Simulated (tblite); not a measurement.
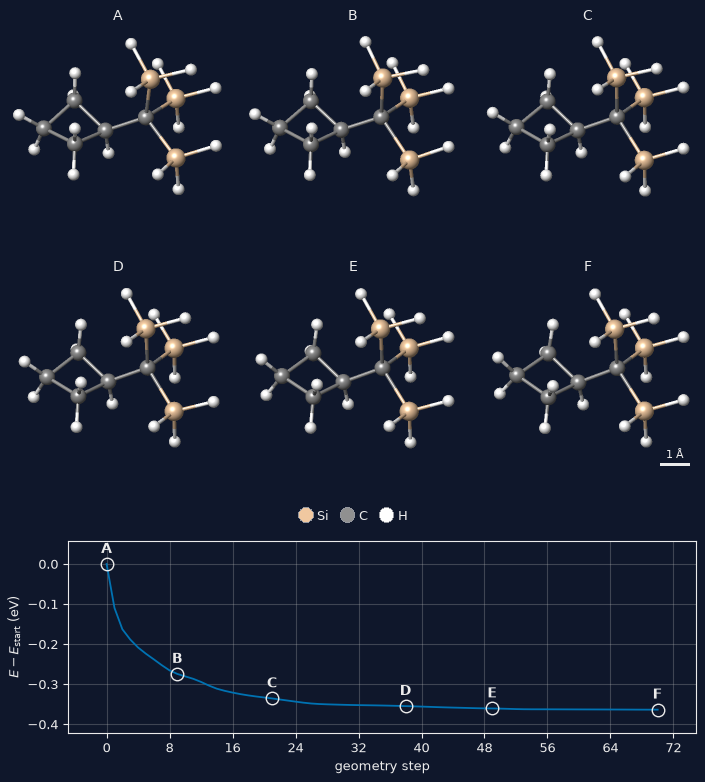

Frames of a relaxation of C$_{5}$H$_{16}$Si$_{3}$, marked on the history of the run. The picture is a ball-and-stick view, seen from a free direction.

All numbers below come from tblite, GFN2-xTB geometry optimisation, gas phase. 

**What happens along the run?**

An H atom moves most after the best rigid fit: 0.52 Å. Largest moves by element: H 0.52 Å, C 0.23 Å, Si 0.21 Å. Some distances before and after: C–Si 1.868 → 1.911 Å, H–Si 1.499 → 1.463 Å, C–C 1.574 → 1.541 Å, C–Si 1.886 → 1.913 Å. Bond angles that change, for instance: Si–C–Si 102.5° → 109.4°, Si–C–C 119.9° → 114.8°, C–Si–H 113.2° → 108.2°. The energy falls by 0.363 eV in 70 geometry steps. From step 0 to 9: a Si atom moves most (0.11 Å), energy −0.274 eV. From step 9 to 21: H atoms move most (0.12 Å), energy −0.061 eV. From step 21 to 38: an H atom moves most (0.12 Å), energy −0.019 eV. From step 38 to 49: an H atom moves most (0.13 Å), energy −0.006 eV. From step 49 to 70: an H atom moves most (0.10 Å), energy −0.003 eV.
